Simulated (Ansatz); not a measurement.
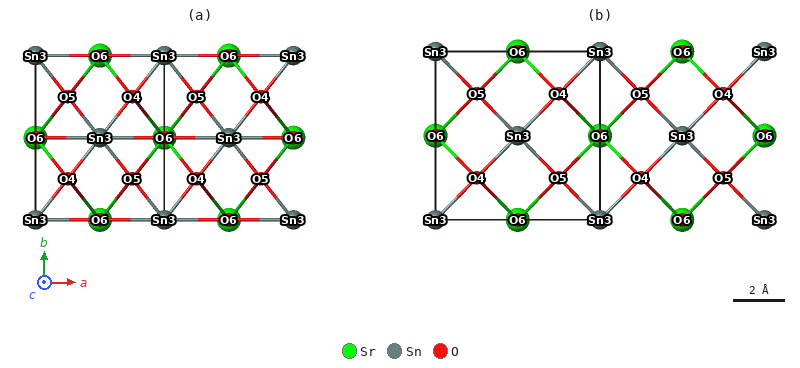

The structure of a crystal of Sr2SnO3 (a generated structure, set up in Cmmm) (coarse preliminary run) before (left) and after (right) a relaxation, at one scale.

A ball-and-stick model of the conventional cell (2 times the calculation's cell), repeated 2 × 1 × 1 with one cell outlined, seen along the c axis. Lengths and directions refer to the drawn axes.

All numbers below come from DFT PBE, scalar-relativistic, plane waves, PAW (Ansatz). Settings: plane-wave cutoff 420 eV; k-point mesh 4 × 4 × 2; occupations gaussian; smearing width 0.1 eV; no spin polarisation; cell and atoms relaxed; force threshold 0.04 eV/Å; at most 70 steps.

What changed between the two?

The largest moves relative to the cell, 0.77 Å, are those of Sr atoms. O and Sn stay in place. The drawn cell changes as follows: a 5.068 → 6.466 Å (+27.6 %), b 6.457 → 6.617 Å (+2.5 %), c 8.317 → 8.322 Å (+0.1 %); the volume changes by +30.8 %. Near-neighbour distances that change, for instance: Sr–Sr 2.649 → 4.190 Å, O–Sr 2.834 → 2.066 Å, O–Sn 2.534 → 3.233 Å, O–Sr 3.499 → 3.101 Å. Bond angles that change, for instance: O–Sn–O 76.3° → 88.7°, O–Sn–O 103.7° → 91.3°. The space group stays Cmmm (No. 65). The energy falls by 824 meV per atom in 10 accepted moves (13 points after the start). The largest force component goes from 4.9 to 0.012 eV/Å. Pressure: 7.61 GPa at the start and −0.01 GPa at the end. At 3 points the geometry stayed and the basis and grid were re-selected for the new cell (energy shift of 38.6 meV per atom at most each time). The run took 33 s on 1 thread of Intel(R) Xeon(R) 6975P-C (Granite Rapids), on a shared host, peak memory 0.46 GiB.

Limits of the set-up: the k-point mesh is coarse for a cell with partly filled bands.
